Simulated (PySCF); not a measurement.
Input

```
{"job": {"kind": "nmr", "xc": "PBE0", "basis": "pcSseg-1"}, "charge": 0, "multiplicity": 1}
Si    -0.030360     0.047785    -0.911989
C      0.072689    -0.080596     1.008013
F     -1.148278    -0.142901     1.545158
F      0.693943     0.983044     1.523578
F      0.745400    -1.171097     1.383453
Cl     1.865031     0.091476    -1.647186
Cl    -1.027586     1.761901    -1.364151
Cl    -1.032608    -1.575271    -1.620596
```

Launched as:

```sh
OMP_NUM_THREADS=1 python probes_run.py task.json out
```

Geometry: PBE0-D3(BJ)/def2-SVP.

These are results of PBE0/pcSseg-1, SCF density, gas phase, non-relativistic in PySCF 2.14.0, not measurements.

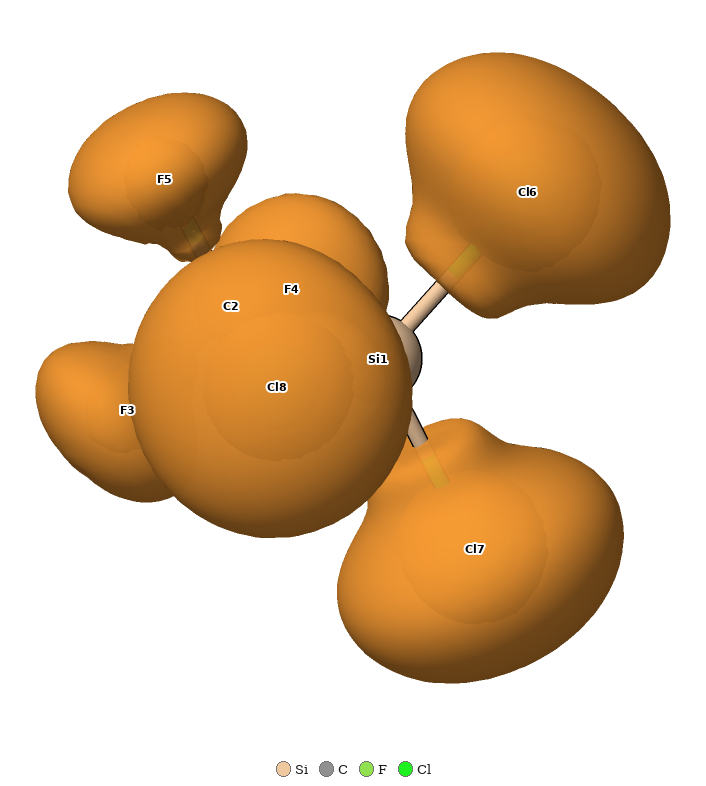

CCl3F3Si (Si(CF3)Cl3). Isosurface of the ELF at 0.75 (orange), seen at an oblique angle. Core shells and regions of very low density are left out.

Describe the localisation domains.

Answer. The surface consists of one region between bonded C–Si atoms (shared pairs), three regions on Cl in which the atom's valence shell and bonds are merged and three regions on F in which the atom's valence shell and bonds are merged. Along the contacts the grid gives the following. C–F (1.34 Å): the ELF peaks at about 0.85 between the atoms; a polar covalent bond. C–Si (1.93 Å): the ELF peaks at about 1 between the atoms (a shared electron pair).
